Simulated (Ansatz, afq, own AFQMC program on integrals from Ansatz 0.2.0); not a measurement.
# AlBH₂ (singlet): AFQMC on the coupled-cluster ladder, aug-cc-pVDZ, part 2 of 2

Ansatz 0.2.0, Gaussian basis, and an in-house AFQMC program (afq) on its integrals; all values are calculated; aug-cc-pVDZ, frozen cores.

## 13. Phaseless AFQMC, single-determinant trial on RHF

It reads the integrals that the CCSD(T) run on this determinant wrote.

Command:

```bash
afq ham --method phaseless --trial hf --walkers 4000 --populations 20 --least-time 40 --time-step 0.005 --steps-per-block 20 --equilibration-blocks 112 --max-blocks 4000 --target-error 0.0008500000000000001 --factor-cut 1e-05 --seed 3382 --taylor-order 6
```

Output:

```text
orbitals 62  electrons 4 4  factors 506 of 669
reference energy -267.67014891 Eh
CCSD correlation -0.16690669 Eh in 13 cycles, weight of the determinant in the CISD state 0.8655
energy of the start -267.670149 Eh
 block  time / (1/Eh)  mean weight  energy / Eh
     1     0.100  1.0005  -267.696056
     2     0.200  1.0005  -267.717125
     3     0.300  1.0008  -267.733749
     4     0.400  1.0008  -267.747839
     5     0.500  1.0006  -267.759331
     6     0.600  1.0008  -267.769622
     7     0.700  1.0006  -267.777116
     8     0.800  1.0004  -267.783879
     9     0.900  1.0003  -267.789064
    10     1.000  1.0003  -267.793647
    13     1.300  1.0002  -267.806012
    19     1.900  1.0000  -267.821962
    25     2.500  0.9999  -267.831582
    31     3.100  1.0002  -267.834284
    37     3.700  1.0002  -267.841075
    43     4.300  0.9998  -267.842031
    49     4.900  0.9996  -267.839865
    55     5.500  0.9998  -267.839162
    61     6.100  1.0001  -267.839906
    67     6.700  0.9998  -267.838544
    73     7.300  0.9998  -267.839309
    79     7.900  0.9999  -267.841119
    85     8.500  0.9998  -267.842321
    91     9.100  1.0000  -267.841773
    97     9.700  0.9998  -267.841153
   103    10.300  0.9998  -267.846270
   109    10.900  0.9999  -267.844114
   115    11.500  0.9998  -267.845437
   121    12.100  0.9999  -267.844023
   127    12.700  1.0000  -267.841956
   133    13.300  1.0000  -267.840255
   139    13.900  0.9998  -267.845284
   145    14.500  1.0001  -267.843257
   151    15.100  1.0000  -267.840493
   157    15.700  1.0001  -267.840466
   163    16.300  1.0000  -267.841331
   169    16.900  0.9997  -267.844795
   175    17.500  0.9998  -267.842797
   181    18.100  0.9998  -267.841805
   187    18.700  1.0003  -267.843474
   193    19.300  1.0000  -267.842910
   199    19.900  0.9999  -267.845169
   205    20.500  1.0000  -267.843625
   211    21.100  0.9997  -267.844845
   217    21.700  0.9998  -267.842609
   223    22.300  1.0002  -267.843254
   229    22.900  1.0000  -267.843335
   235    23.500  0.9998  -267.842644
   241    24.100  0.9998  -267.840319
   247    24.700  0.9998  -267.842118
   253    25.300  1.0001  -267.846524
   259    25.900  1.0001  -267.844476
   265    26.500  0.9996  -267.843662
   271    27.100  0.9999  -267.846189
error from the spread of 20 populations
energy -267.843650 +/- 0.000825 Eh
```

Wall time 52 s (1 × NVIDIA H100 80GB HBM3 with 2 threads of AMD EPYC 7R13 (Zen 3), shared host); peak host memory 1.6 GiB.

Energy -7288.3970 ± 0.0224 eV. Caveats: constraint bias not in the error.

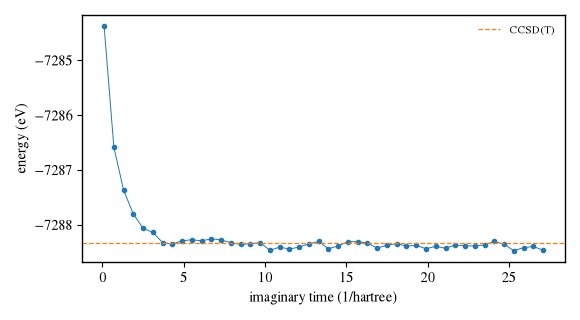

Block energies along the walk.

## 14. Free-projection AFQMC, CISD trial on RHF

It reads the integrals that the CCSD(T) run on this determinant wrote.

Command:

```bash
afq ham --method free --trial cisd --walkers 4000 --time-step 0.03 --max-blocks 4000 --target-error 0.00034 --factor-cut 1e-05 --seed 8154 --times 0,0.3,0.6,1.2,1.8,2.4,3.6,4.8,6 --taylor-order 8
```

Output:

```text
orbitals 62  electrons 4 4  factors 506 of 669
reference energy -267.67014891 Eh
CCSD correlation -0.16690669 Eh in 13 cycles, weight of the determinant in the CISD state 0.8655
repeat  energy at the last time / Eh  error
    10  -267.842348  0.000109
    20  -267.842196  0.000078
    30  -267.842321  0.000100
time / (1/Eh)  energy / Eh  error  mean overlap
  0.00  -267.837072  0.000044  1.1553
  0.30  -267.839392  0.000039  1.1541
  0.60  -267.840481  0.000034  1.1544
  1.20  -267.841472  0.000027  1.1568
  1.80  -267.841895  0.000046  1.1570
  2.40  -267.841995  0.000050  1.1639
  3.60  -267.842212  0.000075  1.1747
  4.80  -267.842270  0.000096  1.1838
  6.00  -267.842300  0.000099  1.1947
energy -267.842300 +/- 0.000099 Eh
```

It took 74 s on 1 × NVIDIA H100 80GB HBM3 with 2 threads of AMD EPYC 7R13 (Zen 3), shared host; peak host memory 1.6 GiB.

Energy -7288.3603 ± 0.0027 eV. Caveats: remainder of the start not in the error.

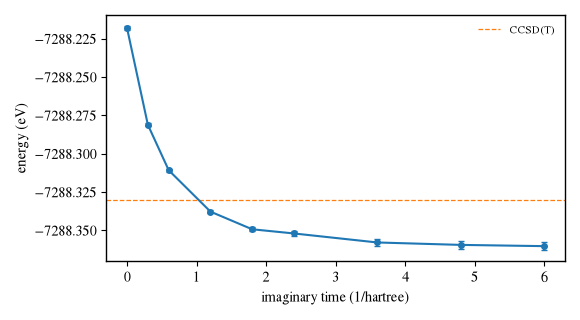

Energy against projection time, with error bars.

## 15. UHF

Contents of in.yaml:

```yaml
crystal:
  periodic: [false, false, false]
  atoms:
    - {symbol: B, position_ang: [0.000000, 0.000000, 1.368886]}
    - {symbol: Al, position_ang: [0.000000, 0.000000, -0.689391]}
    - {symbol: H, position_ang: [0.000000, 1.077612, 1.885924]}
    - {symbol: H, position_ang: [0.000000, -1.077612, 1.885924]}
basis:
  gaussian: {orbitals: aug-cc-pVDZ}
magnetization: {spin_polarized: true, initial_magnetization: 0}
hamiltonian: {xc: hf}
output: {orbitals: {seedname: orbitals}}
```

Command:

```bash
ansatz run in.yaml --threads 1 --pin off --events-out ev --progress --plain --max-ram 16896MiB --backend cuda --devices 0, --max-vram 18GiB
```

Output:

```text
Functional definition: HF
  name "HF"
  cite "Fock, Z. Phys. 61, 126 (1930) doi:10.1007/BF01340294"
  parent pbe
  exchange = exact_x
  correlation = 0
839 factors; their error is unknown
mean field evaluation 1: about -7282.4979 eV, gradient 9.2e0 eV
mean field evaluation 2: about -7283.3298 eV, gradient 2.5e0 eV
mean field evaluation 4: about -7283.4273 eV, gradient 1.3e-1 eV
mean field evaluation 8: about -7283.6754 eV, gradient 7.4e-5 eV
mean field evaluation 16: about -7284.0564 eV, gradient 3.4e-2 eV
mean field evaluation 32: about -7283.6633 eV, gradient 8.8e-4 eV
mean field evaluation 64: about -7280.8738 eV, gradient 1.0e1 eV
mean field evaluation 96: about -7283.6458 eV, gradient 4.6e-1 eV
mean field evaluation 128: about -7284.0260 eV, gradient 3.5e-1 eV
mean field -7284.05693385 eV, -267.6841550077 hartree, gradient 1.3e-5 eV, S^2 0.869263; 8 other end points of the search recorded, 0 dependent functions left out
reference -7284.05693385 eV, -267.6841550077 hartree; 10, 10 occupied and 58, 58 virtual orbitals, 839 factors
Total energy: -7284.05693385 eV, -267.6841550077 hartree
```

Wall time 8.5 s (1 × NVIDIA H100 80GB HBM3 with 1 thread of AMD EPYC 7R13 (Zen 3), shared host); peak host memory 1.6 GiB.

From the report: ⟨S²⟩ of the determinant 0.869 (pure singlet: 0.00). The determinant is far from a pure spin state, so its energy mixes those of several spin states (harmless only where they are near-degenerate, as at dissociation).

## 16. CCSD(T) on UHF

in.yaml, as its differences from that of step 15:

```diff
@@ -10,3 +10,2 @@
 magnetization: {spin_polarized: true, initial_magnetization: 0}
-hamiltonian: {xc: hf}
-output: {orbitals: {seedname: orbitals}}
+correlation: {method: ccsd_t, electrons: outside_noble_gas, hamiltonian_folder: ham}
```

The command is unchanged.

Output (excerpt; [...] marks lines left out):

```text
Functional definition: HF
  name "HF"
  cite "Fock, Z. Phys. 61, 126 (1930) doi:10.1007/BF01340294"
  parent pbe
[...]
669 factors; integrals over basis functions are off by at most 7.4e-4 eV
[...]
mean field -7284.05737662 eV, -267.6841712793 hartree, gradient 1.7e-6 eV, S^2 0.869266; 19 other end points of the search recorded, 0 dependent functions left out
determinant -7284.05737662 eV, -267.6841712793 hartree, with singles and doubles -7288.22093038 eV, -267.8371790578 hartree
determinant -7283.66373283 eV, -267.6697051371 hartree, with singles and doubles -7287.92740811 eV, -267.8263923135 hartree
determinant -7282.21904333 eV, -267.6166137769 hartree, with singles and doubles -7286.39802138 eV, -267.7701883878 hartree
determinant -7281.74143359 eV, -267.5990619428 hartree, with singles and doubles -7286.28382341 eV, -267.7659916896 hartree
[...]
determinant -7283.66373283 eV, -267.6697051371 hartree, with singles and doubles -7287.92230376 eV, -267.8262047320 hartree
determinant -7283.67580839 eV, -267.6701489057 hartree, with singles and doubles -7288.23820019 eV, -267.8378137118 hartree
determinant -7283.67580839 eV, -267.6701489057 hartree, with singles and doubles -7288.21756924 eV, -267.8370555382 hartree
determinant -7281.09189597 eV, -267.5751918755 hartree, with singles and doubles -7286.51371244 eV, -267.7744399558 hartree
6 core orbitals not correlated: weight in the atoms' cores, before any rotation towards them, 1.000 or more for the frozen orbitals, at most 0.000 for the correlated occupied ones
reference -7284.05737662 eV, -267.6841712793 hartree; 4, 4 occupied and 58, 58 virtual orbitals, 669 factors
second order -3.14911961 eV of doubles, -0.00000000 eV of singles
cycle   1  -4.17230641 eV  change   -5.0e-7 eV  update   3.8e-6
perturbative correction -0.10927936 eV, -0.0040159423 hartree
Total energy: -7288.33896238 eV, -267.8415166540 hartree
```

It took 31 s on 1 × NVIDIA H100 80GB HBM3 with 1 thread of AMD EPYC 7R13 (Zen 3), shared host; peak host memory 1.6 GiB.

From the report: ⟨S²⟩ of the determinant 0.869 (pure singlet: 0.00); correlation -4.2816 eV; T1 0.071; largest double amplitude 0.04. The determinant is far from a pure spin state, so its energy mixes those of several spin states (harmless only where they are near-degenerate, as at dissociation).

This run also writes the integrals to the folder ham.

## 17. CCSDT(Q) on UHF

in.yaml, as its differences from that of step 16:

```diff
@@ -10,2 +10,2 @@
 magnetization: {spin_polarized: true, initial_magnetization: 0}
-correlation: {method: ccsd_t, electrons: outside_noble_gas, hamiltonian_folder: ham}
+correlation: {method: ccsdt_q, electrons: outside_noble_gas}
```

The command is unchanged.

Output (excerpt; [...] marks lines left out):

```text
Functional definition: HF
  name "HF"
  cite "Fock, Z. Phys. 61, 126 (1930) doi:10.1007/BF01340294"
  parent pbe
[...]
1138 factors; integrals over basis functions are off by at most 1.9e-7 eV
[...]
mean field -7284.05738707 eV, -267.6841716632 hartree, gradient 1.9e-6 eV, S^2 0.869266; 19 other end points of the search recorded, 0 dependent functions left out
determinant -7284.05738707 eV, -267.6841716632 hartree, with singles and doubles -7288.22094125 eV, -267.8371794575 hartree
determinant -7283.66374255 eV, -267.6697054941 hartree, with singles and doubles -7287.92741687 eV, -267.8263926352 hartree
determinant -7282.21905212 eV, -267.6166141001 hartree, with singles and doubles -7286.39802859 eV, -267.7701886528 hartree
determinant -7281.74144403 eV, -267.5990623266 hartree, with singles and doubles -7286.28383026 eV, -267.7659919416 hartree
[...]
determinant -7283.67581841 eV, -267.6701492737 hartree, with singles and doubles -7288.23821112 eV, -267.8378141133 hartree
determinant -7283.67581841 eV, -267.6701492737 hartree, with singles and doubles -7288.21757497 eV, -267.8370557488 hartree
determinant -7281.09190357 eV, -267.5751921549 hartree, with singles and doubles -7286.51371696 eV, -267.7744401219 hartree
6 core orbitals not correlated: weight in the atoms' cores, before any rotation towards them, 1.000 or more for the frozen orbitals, at most 0.000 for the correlated occupied ones
reference -7284.05738707 eV, -267.6841716632 hartree; 4, 4 occupied and 58, 58 virtual orbitals, 1138 factors
second order -3.14912488 eV of doubles, -0.00000000 eV of singles
cycle   1  -3.78050844 eV  change   -6.3e-1 eV  update   8.4e-2
[...]
cycle  29  -4.31014347 eV  change    2.5e-7 eV  update   8.2e-7
perturbative correction -0.00474167 eV, -0.0001742531 hartree
Total energy: -7288.37227220 eV, -267.8427407672 hartree
```

It took 42 s on 1 × NVIDIA H100 80GB HBM3 with 1 thread of AMD EPYC 7R13 (Zen 3), shared host; peak host memory 1.6 GiB.

From the report: ⟨S²⟩ of the determinant 0.869 (pure singlet: 0.00); correlation -4.3149 eV; T1 0.055; largest double amplitude 0.04. The determinant is far from a pure spin state, so its energy mixes those of several spin states (harmless only where they are near-degenerate, as at dissociation).

## 18. Phaseless AFQMC, CISD trial on UHF

It reads the integrals that the CCSD(T) run on this determinant wrote.

Command:

```bash
afq ham --method phaseless --trial cisd --walkers 4000 --populations 20 --least-time 60 --time-step 0.005 --steps-per-block 50 --equilibration-blocks 28 --max-blocks 4000 --target-error 0.00017 --factor-cut 1e-05 --start spin_pure --seed 2944 --release-times 0.24,0.51,0.99,1.62,2.4 --release-step 0.03 --release-every 3 --taylor-order 6
```

Output:

```text
orbitals 62  electrons 4 4  factors 506 of 669
reference energy -267.68417128 Eh
CCSD correlation -0.15332931 Eh in 19 cycles, weight of the determinant in the CISD state 0.8136
energy of the start -267.812274 Eh
 block  time / (1/Eh)  mean weight  energy / Eh
     1     0.250  1.0000  -267.821072
     2     0.500  1.0001  -267.827250
     3     0.750  1.0000  -267.831129
     4     1.000  0.9999  -267.833855
     5     1.250  0.9998  -267.835901
     6     1.500  0.9999  -267.837649
     7     1.750  0.9999  -267.838713
     8     2.000  1.0000  -267.839522
     9     2.250  1.0000  -267.840005
    10     2.500  1.0000  -267.840439
    11     2.750  0.9999  -267.840937
    13     3.250  1.0000  -267.841505
    15     3.750  0.9998  -267.841899
    17     4.250  1.0001  -267.841293
    19     4.750  0.9999  -267.841790
    21     5.250  1.0000  -267.841401
    23     5.750  1.0000  -267.841434
    25     6.250  1.0000  -267.842071
    27     6.750  1.0001  -267.842141
    29     7.250  1.0001  -267.841571
    31     7.750  1.0000  -267.841814
    33     8.250  1.0000  -267.842137
    35     8.750  1.0003  -267.842411
    37     9.250  1.0000  -267.842250
    39     9.750  0.9997  -267.842377
    41    10.250  1.0001  -267.841893
    43    10.750  0.9999  -267.841941
    45    11.250  0.9998  -267.842038
    47    11.750  1.0000  -267.842589
    49    12.250  0.9999  -267.841709
    51    12.750  1.0002  -267.841899
    53    13.250  0.9998  -267.841151
    55    13.750  1.0001  -267.842073
    57    14.250  1.0000  -267.841515
    59    14.750  1.0000  -267.841910
    61    15.250  0.9999  -267.841662
    63    15.750  0.9999  -267.842176
    65    16.250  0.9996  -267.842514
    67    16.750  1.0001  -267.842007
    69    17.250  0.9999  -267.841855
    71    17.750  1.0004  -267.842029
    73    18.250  0.9998  -267.842228
    75    18.750  0.9998  -267.842194
    77    19.250  0.9999  -267.842447
    79    19.750  1.0002  -267.841488
    81    20.250  1.0001  -267.841873
    83    20.750  1.0001  -267.843095
    85    21.250  1.0003  -267.841519
    87    21.750  1.0000  -267.843034
error from the spread of 20 populations
released: time / (1/Eh)  energy / Eh  error  mean overlap
  0.24  -267.842145  0.000159  0.9978
  0.51  -267.842158  0.000137  1.0006
  0.99  -267.842386  0.000118  0.9978
  1.62  -267.842373  0.000111  1.0006
  2.40  -267.842303  0.000164  0.9998
energy -267.842068 +/- 0.000164 Eh
```

Wall time 2.4 min (1 × NVIDIA H100 80GB HBM3 with 2 threads of AMD EPYC 7R13 (Zen 3), shared host); peak host memory 1.7 GiB.

Energy -7288.3540 ± 0.0045 eV. Caveats: constraint bias not in the error.

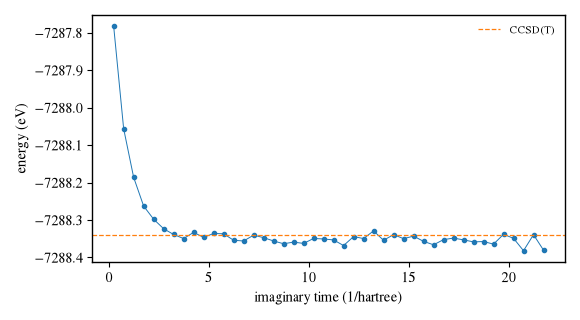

Block energies along the walk.

## 19. Phaseless AFQMC, single-determinant trial on UHF

It reads the integrals that the CCSD(T) run on this determinant wrote.

Command:

```bash
afq ham --method phaseless --trial hf --walkers 4000 --populations 20 --least-time 40 --time-step 0.005 --steps-per-block 20 --equilibration-blocks 112 --max-blocks 4000 --target-error 0.0008500000000000001 --factor-cut 1e-05 --start spin_pure --seed 3382 --taylor-order 6
```

Output:

```text
orbitals 62  electrons 4 4  factors 506 of 669
reference energy -267.68417128 Eh
CCSD correlation -0.15332931 Eh in 19 cycles, weight of the determinant in the CISD state 0.8136
energy of the start -267.684944 Eh
 block  time / (1/Eh)  mean weight  energy / Eh
     1     0.100  1.0002  -267.710000
     2     0.200  1.0005  -267.730194
     3     0.300  1.0009  -267.746115
     4     0.400  1.0008  -267.759524
     5     0.500  1.0005  -267.770473
     6     0.600  1.0006  -267.779719
     7     0.700  1.0005  -267.787152
     8     0.800  1.0003  -267.794880
     9     0.900  1.0003  -267.800229
    10     1.000  1.0003  -267.804564
    13     1.300  1.0000  -267.816912
    17     1.700  1.0002  -267.826823
    21     2.100  0.9999  -267.829983
    25     2.500  0.9997  -267.836772
    29     2.900  1.0000  -267.838480
    33     3.300  0.9998  -267.838230
    37     3.700  1.0001  -267.840968
    41     4.100  0.9996  -267.841028
    45     4.500  1.0000  -267.843939
    49     4.900  0.9998  -267.842147
    53     5.300  0.9999  -267.842048
    57     5.700  0.9998  -267.843004
    61     6.100  0.9999  -267.844123
    65     6.500  1.0000  -267.844448
    69     6.900  0.9999  -267.843618
    73     7.300  1.0000  -267.844810
    77     7.700  1.0000  -267.842015
    81     8.100  1.0001  -267.842739
    85     8.500  0.9999  -267.844506
    89     8.900  1.0001  -267.842142
    93     9.300  1.0001  -267.839869
    97     9.700  0.9998  -267.840837
   101    10.100  1.0001  -267.840129
   105    10.500  1.0001  -267.842445
   109    10.900  1.0001  -267.841652
   113    11.300  1.0003  -267.842352
   117    11.700  1.0000  -267.840696
   121    12.100  1.0001  -267.838475
   125    12.500  0.9999  -267.839839
   129    12.900  1.0001  -267.841360
   133    13.300  1.0000  -267.837895
   137    13.700  0.9998  -267.841070
   141    14.100  1.0000  -267.841589
   145    14.500  1.0001  -267.844038
   149    14.900  1.0002  -267.841725
   153    15.300  1.0002  -267.839954
   157    15.700  1.0001  -267.838931
   161    16.100  1.0002  -267.841712
   165    16.500  1.0001  -267.842955
   169    16.900  0.9994  -267.839951
   173    17.300  0.9999  -267.838080
   177    17.700  1.0003  -267.841086
   181    18.100  1.0002  -267.841585
   185    18.500  1.0001  -267.843562
   189    18.900  1.0000  -267.841001
error from the spread of 20 populations
energy -267.840669 +/- 0.000712 Eh
```

Wall time 33 s (1 × NVIDIA H100 80GB HBM3 with 2 threads of AMD EPYC 7R13 (Zen 3), shared host); peak host memory 1.7 GiB.

Energy -7288.3159 ± 0.0194 eV. Caveats: constraint bias not in the error.

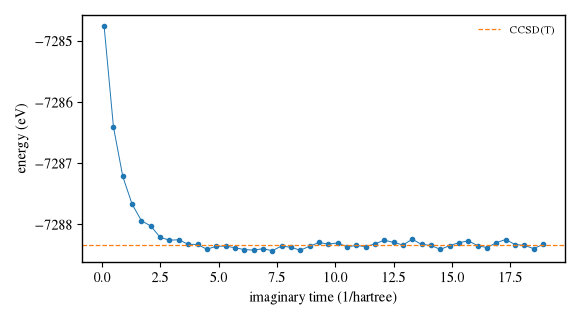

Block energies along the walk.

## 20. Free-projection AFQMC, CISD trial on UHF

It reads the integrals that the CCSD(T) run on this determinant wrote.

Command:

```bash
afq ham --method free --trial cisd --walkers 4000 --time-step 0.03 --max-blocks 4000 --target-error 0.00034 --factor-cut 1e-05 --seed 8154 --times 0,0.3,0.6,1.2,1.8,2.4,3.6,4.8,6 --taylor-order 8
```

Output:

```text
orbitals 62  electrons 4 4  factors 506 of 669
reference energy -267.68417128 Eh
CCSD correlation -0.15332931 Eh in 19 cycles, weight of the determinant in the CISD state 0.8136
repeat  energy at the last time / Eh  error
    10  -267.842576  0.000285
    20  -267.842843  0.000219
time / (1/Eh)  energy / Eh  error  mean overlap
  0.00  -267.837498  0.000024  1.2292
  0.30  -267.839760  0.000026  1.2264
  0.60  -267.840842  0.000039  1.2295
  1.20  -267.841852  0.000037  1.2320
  1.80  -267.842162  0.000057  1.2361
  2.40  -267.842453  0.000066  1.2357
  3.60  -267.842593  0.000072  1.2383
  4.80  -267.842735  0.000096  1.2407
  6.00  -267.842839  0.000203  1.2500
energy -267.842839 +/- 0.000203 Eh
```

It took 1.7 min on 1 × NVIDIA H100 80GB HBM3 with 2 threads of AMD EPYC 7R13 (Zen 3), shared host; peak host memory 1.7 GiB.

Energy -7288.3749 ± 0.0055 eV. Caveats: remainder of the start not in the error; start is not spin pure.

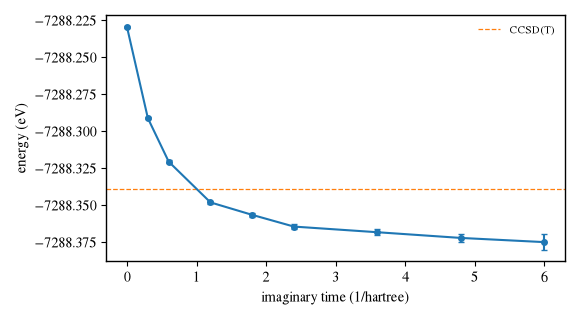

Energy against projection time, with error bars.

## 21. All levels side by side

On the RHF determinant, counted from CCSDT(Q) (a yardstick, not exact):

| level | energy (eV) | from CCSDT(Q) (kJ/mol) | statistical error (kJ/mol) | time |
| --- | --- | --- | --- | --- |
| HF | -7283.6758 | +452.4 |  |  |
| MP2 | -7287.1874 | +113.6 |  |  |
| CCSD | -7288.2176 | +14.2 |  |  |
| CCSD(T) | -7288.3305 | +3.3 |  |  |
| CCSDT(Q) | -7288.3649 | 0.0 |  |  |
| Phaseless AFQMC, CISD trial, step 0.005, 4000 walkers | -7288.3463 | +1.8 | 0.4 | 71 s |
| Phaseless AFQMC, single-determinant trial, step 0.005, 4000 walkers | -7288.3970 | -3.1 | 2.2 | 52 s |
| Free-projection AFQMC, CISD trial, step 0.03, 4000 walkers | -7288.3603 | +0.5 | 0.3 | 74 s |

On the UHF determinant, counted from CCSDT(Q) (a yardstick, not exact):

| level | energy (eV) | from CCSDT(Q) (kJ/mol) | statistical error (kJ/mol) | time |
| --- | --- | --- | --- | --- |
| HF | -7284.0574 | +416.3 |  |  |
| MP2 | -7287.2065 | +112.5 |  |  |
| CCSD | -7288.2297 | +13.8 |  |  |
| CCSD(T) | -7288.3390 | +3.2 |  |  |
| CCSDT(Q) | -7288.3723 | 0.0 |  |  |
| Phaseless AFQMC, CISD trial, step 0.005, 4000 walkers | -7288.3540 | +1.8 | 0.4 | 2.4 min |
| Phaseless AFQMC, single-determinant trial, step 0.005, 4000 walkers | -7288.3159 | +5.4 | 1.9 | 33 s |
| Free-projection AFQMC, CISD trial, step 0.03, 4000 walkers | -7288.3749 | -0.3 | 0.5 | 1.7 min |

The functionals' totals stand on their own zeros and serve differences with other points: PBE -7297.800 eV; r2SCAN -7301.537 eV; PBE0 -7298.693 eV; B3LYP -7303.639 eV; wB97M-V -7301.772 eV; B2PLYP -7298.642 eV.

## 22. Outcome

The summary covers parts 1 to 2.

| quantity | value |
| --- | --- |
| CCSD(T) on RHF from CCSDT(Q) | +3.3 kJ/mol |
| Phaseless AFQMC, CISD trial on RHF from CCSDT(Q) | +1.8 ± 0.4 kJ/mol |
| Phaseless AFQMC, single-determinant trial on RHF from CCSDT(Q) | -3.1 ± 2.2 kJ/mol |
| Free-projection AFQMC, CISD trial on RHF from CCSDT(Q) | +0.5 ± 0.3 kJ/mol |
| CCSD(T) on UHF from CCSDT(Q) | +3.2 kJ/mol |
| Phaseless AFQMC, CISD trial on UHF from CCSDT(Q) | +1.8 ± 0.4 kJ/mol |
| Phaseless AFQMC, single-determinant trial on UHF from CCSDT(Q) | +5.4 ± 1.9 kJ/mol |
| Free-projection AFQMC, CISD trial on UHF from CCSDT(Q) | -0.3 ± 0.5 kJ/mol |

What this shows: On RHF the phaseless walk with the CISD trial lies +1.8 kJ/mol from CCSDT(Q), 5 times its error bar. Free projection has no constraint; at the last time it gives +0.5 ± 0.3 kJ/mol. On UHF the phaseless walk with the CISD trial lies +1.8 kJ/mol from CCSDT(Q), 4 times its error bar. Free projection has no constraint; at the last time it gives -0.3 ± 0.5 kJ/mol, and from a start that isn't spin pure other spins can mix in. Error bars are statistical and leave out the constraint, the time step and what remains of the start.
